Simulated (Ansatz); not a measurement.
BH₃NNaO

Input file:

```
basis:
  gaussian:
    orbitals: def2-TZVPD
crystal:
  periodic: [false, false, false]
  atoms:
    - {symbol: B, position_ang: [-0.847366, 0.527963, -0.069753]}
    - {symbol: "N", position_ang: [-1.598782, -0.774896, -0.375445]}
    - {symbol: Na, position_ang: [-2.354016, -0.250448, 1.788787]}
    - {symbol: O, position_ang: [-1.348585, 1.334867, 0.812206]}
    - {symbol: H, position_ang: [-2.442736, -0.564794, -0.912529]}
    - {symbol: H, position_ang: [-1.068394, -1.430951, -0.946154]}
    - {symbol: H, position_ang: [0.234306, 0.661667, -0.649180]}
hamiltonian:
  xc: {name: PBE0}
output: {forces: true, orbitals: {seedname: orbitals}}
```

Launched as:

```sh
ansatz run input.yaml --threads 1 --pin off --max-ram 2610MiB --events-out events.jsonl --progress --plain --runs-dir runs
```

Geometry: PBE0-D3(BJ)/def2-SVP.

Method: isolated molecule in a Gaussian basis; Kohn-Sham density functional theory, functional PBE0 (Ansatz 0.2.0).

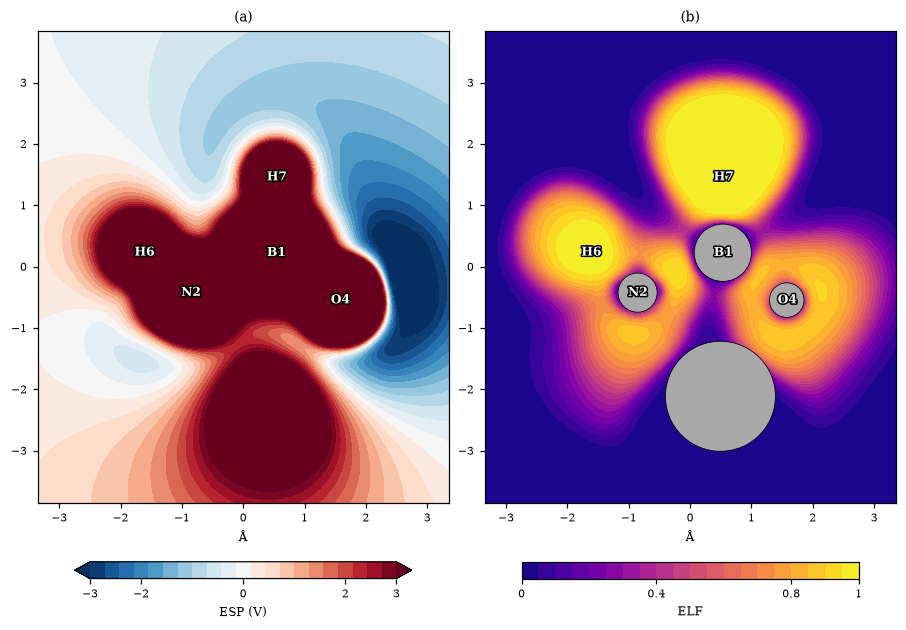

Figure 1. (a) molecular electrostatic potential; (b) ELF on the plane of atoms N2, B1 and O4. Grey discs cover the atomic cores in the ELF map.

Question: Read the bonding off the picture.

Answer: The section cuts through B, N, O and H sites. B–O (1.30 Å): the ELF peaks at about 0.85 between the atoms; a short, strongly polar bond. B–N (1.53 Å): the ELF peaks at about 0.95 between the atoms (a shared but strongly polarised pair). N–H (1.02 Å): the ELF climbs to about 1 towards the hydrogen, as it does in any bond to H (a covalent bond by its length). B–H (1.23 Å): the ELF climbs to about 1 towards the hydrogen (an ordinary covalent bond to hydrogen). Outside the dense part of the molecule the potential is most negative (−4.3 V) near O4.

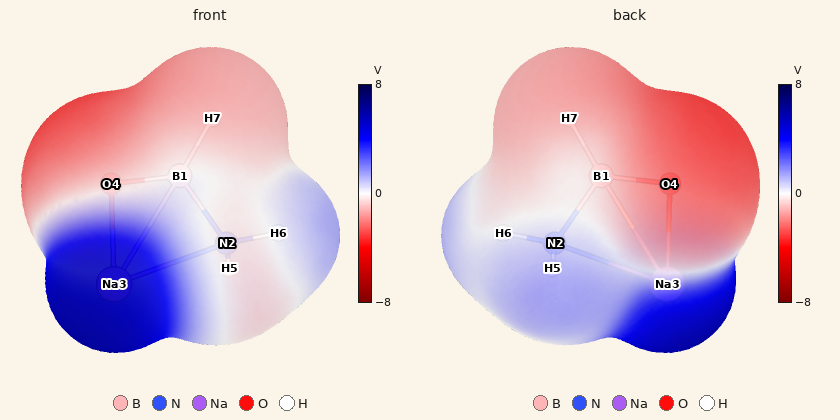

Figure 2. The electrostatic potential painted on the density surface at 0.002 e/bohr³, seen from the front and from behind; the colour scale runs from red (negative) to blue (positive).

Question: Where is the surface potential most negative and most positive?

Answer: The most negative region (about −3.0 V, or −69 kcal/mol for a unit charge) lies over O4, the most positive (about +5.9 V, or +136 kcal/mol for a unit charge) over Na3. O4 is the likeliest acceptor of a hydrogen bond.

Question: What dipole moment does the calculation give?

Answer: Its dipole moment is 6.95 D.

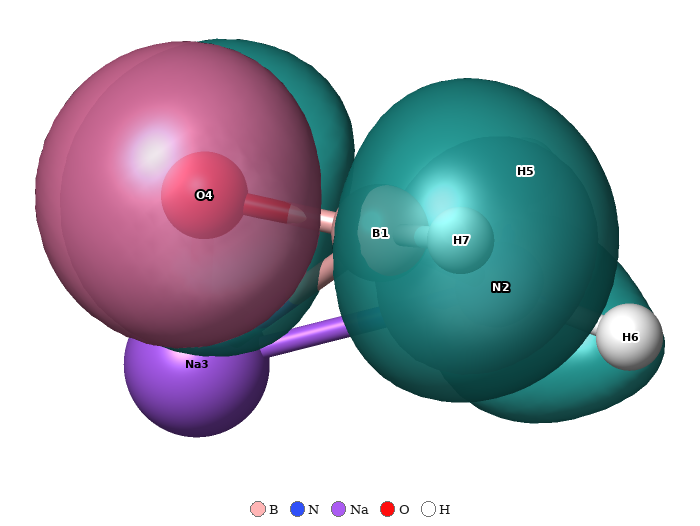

Figure 3. One frontier orbital at ±0.08 Å⁻³ᐟ² (teal and pink are the two phases), seen from one side.

Question: Which orbital is it: HOMO or LUMO?

Answer: The HOMO, at −5.89 eV. Its weight (Hirshfeld) is mainly on O4 (about 55 %), H7 (about 15 %), B1 (about 15 %) and N2 (about 10 %).

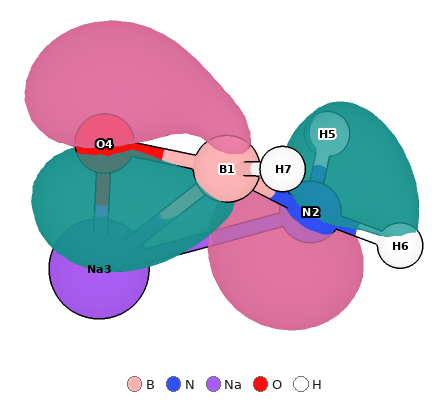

Figure 4. The HOMO−1 at ±0.15 Å⁻³ᐟ² (teal and pink are the two phases), seen from one side.

Question: Describe this orbital and give its energy.

Answer: Its weight (Hirshfeld) is mainly on O4 (about 50 %), N2 (about 30 %) and B1 (about 10 %); largely a combination of lone pairs on O4 and N2. Its energy is −7.02 eV.
